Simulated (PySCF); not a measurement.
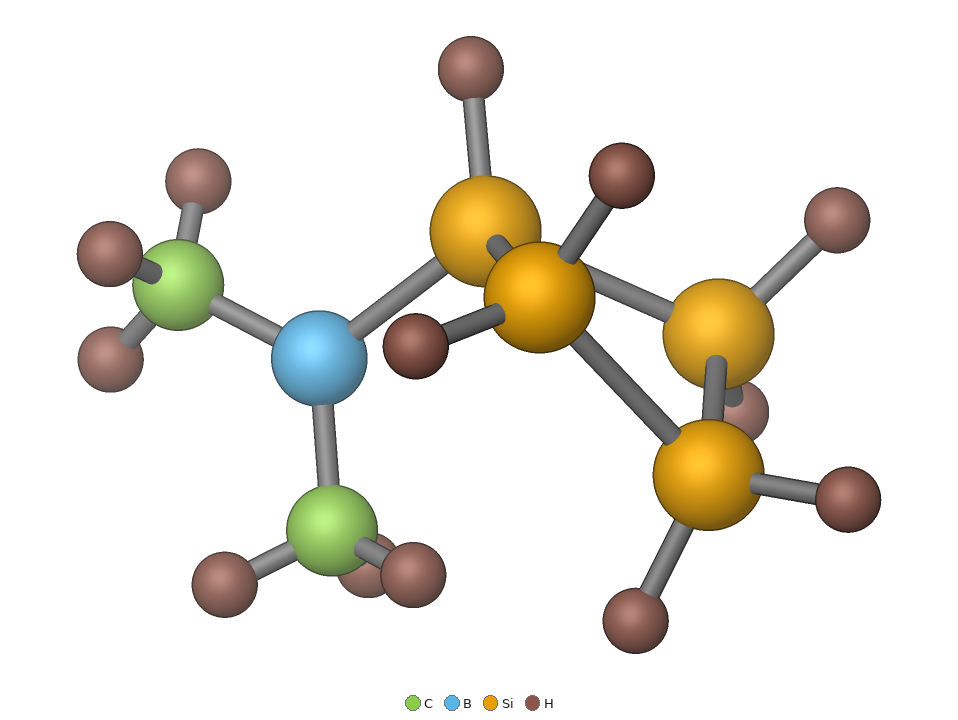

Ball-and-stick drawing of a structure. Every bond is drawn as one stick, whatever its order.

Which formula does it have?

C₂H₁₃BSi₄, 20 atoms: 2 carbon, 13 hydrogen, 1 boron and 4 silicon.

Give the symmetry (Schoenflies symbol).

C1.

Count the bonded pairs by element.

7 Si–H, 6 C–H, 4 Si–Si, 2 C–B, 1 B–Si.

The parts below concern this one geometry. Atoms keep their numbers from picture to picture. The computed structure is the end point of a PBE0-D3(BJ)/def2-SVP optimisation. No frequency run is at hand to confirm it as a minimum.

## Geometry

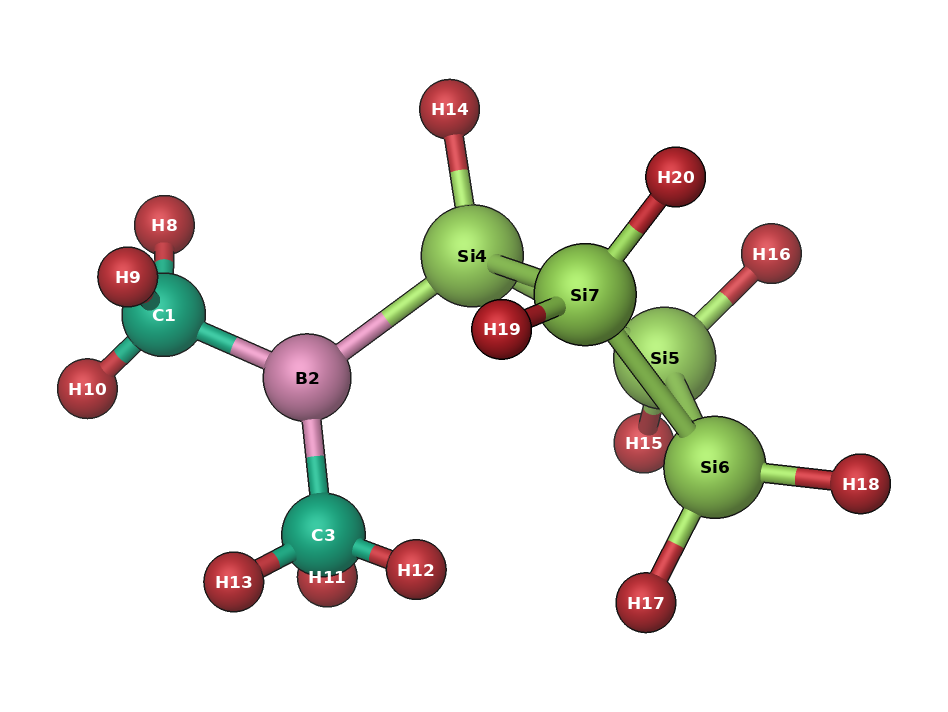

The atoms are numbered. No frequency run is at hand to confirm it as a minimum.

What are the angles C1–B2–Si4, B2–C1–H8, B2–C1–H10, B2–C3–H11, B2–C3–H12, B2–Si4–Si5, C3–B2–Si4, Si4–Si7–Si6, Si5–Si4–H14, Si5–Si6–H18, Si6–Si7–H19, Si6–Si7–H20?

| angle | degrees |
| --- | --- |
| C1–B2–Si4 | 120.0 |
| B2–C1–H8 | 114.8 |
| B2–C1–H10 | 114.2 |
| B2–C3–H11 | 104.7 |
| B2–C3–H12 | 116.8 |
| B2–Si4–Si5 | 111.2 |
| C3–B2–Si4 | 119.6 |
| Si4–Si7–Si6 | 89.4 |
| Si5–Si4–H14 | 115.4 |
| Si5–Si6–H18 | 118.7 |
| Si6–Si7–H19 | 118.9 |
| Si6–Si7–H20 | 109.4 |

## Electronic properties

No frequency run is at hand to confirm it as a minimum. Method: ωB97X-D/def2-SVPD, gas phase (PySCF 2.14.0). Excitations: vertical, linear response.

Computed properties:

- dipole moment: 1.36 D
- HOMO energy (Kohn–Sham orbital): −8.91 eV
- LUMO energy (Kohn–Sham orbital): 0.26 eV
- HOMO–LUMO gap: 9.17 eV
- mean static polarisability: 160.1 bohr³
- lowest vertical singlet excitation: 4.55 eV
- its oscillator strength: 0.005
- brightest of the 10 lowest singlets: 5.35 eV
- its oscillator strength: 0.10

## NMR shielding

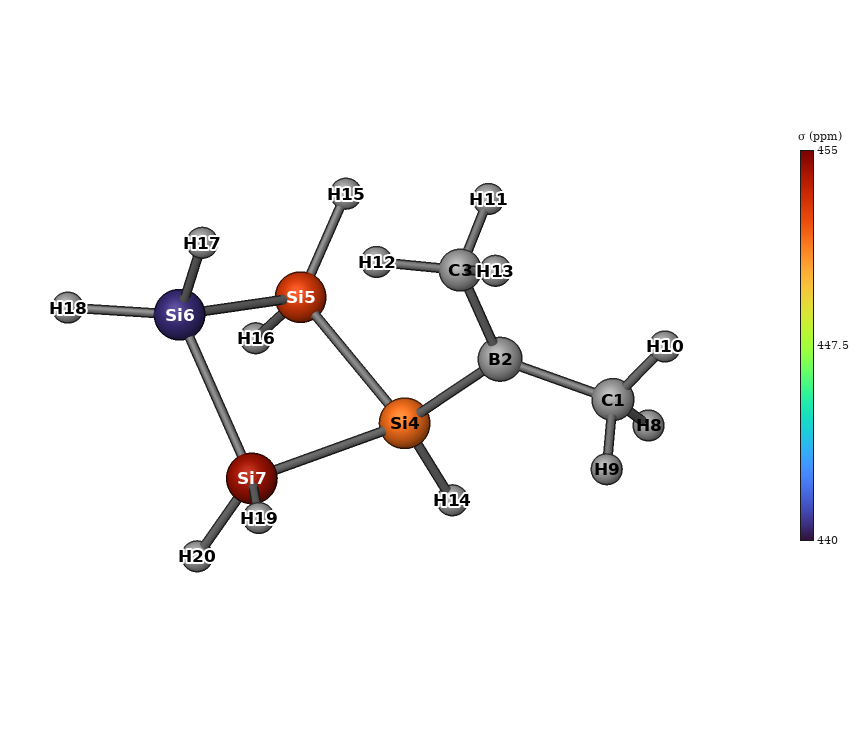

Atoms are coloured by their isotropic NMR shieldings (Si only, the others grey). No frequency run is at hand to confirm it as a minimum. Level of theory: GIAO ωB97X-D/pcSseg-1 NMR shielding, non-relativistic, gas phase (PySCF 2.14.0).

Which Si atom is the most shielded (lowest chemical shift)?

Si7 (454.2 ppm).

Which Si atom is the least shielded (highest chemical shift)?

Si6 (440.6 ppm).

How wide is the range of Si shifts?

13.6 ppm.

List the isotropic NMR shieldings of the Si atoms.

```csv
atom,σ (ppm)
Si4,451.6
Si5,452.8
Si6,440.6
Si7,454.2
```

## Quadrupole coupling

No frequency run is at hand to confirm it as a minimum. Electric field gradients from the ground-state density, PBE0/pcSseg-1 (PySCF 2.14.0), non-relativistic apart from any core potentials.

Give the largest field-gradient component, the quadrupole coupling constant and the asymmetry for 11B at B2 (Q = 40.59 mb), 2H at H8 (Q = 2.86 mb), 2H at H9 (Q = 2.86 mb).

```json
{"atom": "B2", "V_zz (a.u.)": "0.566", "e²qQ/h (MHz)": "5.40", "η": "0.18"}
{"atom": "H8", "V_zz (a.u.)": "0.298", "e²qQ/h (MHz)": "0.200", "η": "0.02"}
{"atom": "H9", "V_zz (a.u.)": "0.286", "e²qQ/h (MHz)": "0.192", "η": "0.01"}
```
